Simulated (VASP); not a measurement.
Band structure of BAs (zinc blende). All values below come from PBE GGA, VASP's PBE PAW potentials (set 64) (plane waves; VASP 6.6.1).

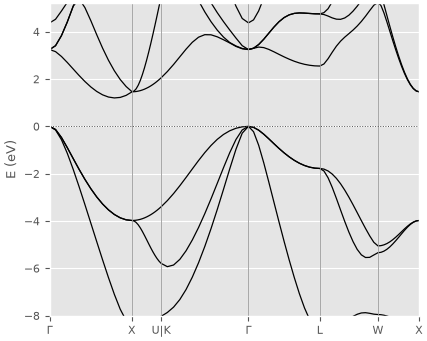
Fig. 1. Bands along high-symmetry lines, zero at the valence-band maximum or, without a gap, the Fermi level

Task: Read the plot: is there a gap, and where are the band edges?

Result: The gap is indirect, 1.20 eV, from the valence maximum at Γ to the conduction minimum at Γ-X at 0.79. (Edges off the drawn lines would not show.)

Measured: gap 1.82 eV (computed value off by -0.62 eV), as given by Wikipedia, List of semiconductor materials.

The compound is BAs in the zinc blende structure. It was relaxed first.
